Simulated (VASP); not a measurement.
Here is the system:

```xyz
6
Lattice="6.1740 0.0000 0.0000 -3.0870 5.3468 0.0000 0.0000 0.0000 4.0132" Properties=species:S:1:pos:R:3 pbc="T T T"
Zr     3.0870     0.0000     4.0132
Zr     1.5435     2.6734     4.0132
Zr    -1.5435     2.6734     4.0132
Si     0.0000     0.0000     4.0132
Si     0.0000     3.5646     2.0066
Si     3.0870     1.7823     2.0066
```

These are PBEsol GGA, VASP's PBE PAW potentials (set 64) (plane waves; VASP) values and carry that method's errors. Settings: 400 eV cut-off, 7×7×9 Γ-centred mesh, tetrahedra with Blöchl corrections, potentials Zr_sv Si.

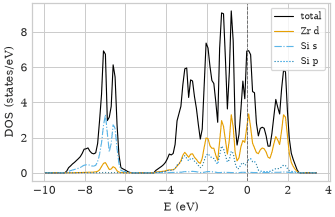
Fig. 1. Total and projected density of states, zero at the Fermi level

Within 2 eV below the Fermi level the largest weight inside VASP's projection spheres is Zr d, then Si p.

It has no gap at this level: it comes out as a metal or semimetal.

The structure was generated: ZrSi was put into the CoSn type (P6/mmm), which need not be its known phase. It was relaxed first, which changed the volume by -20 %.
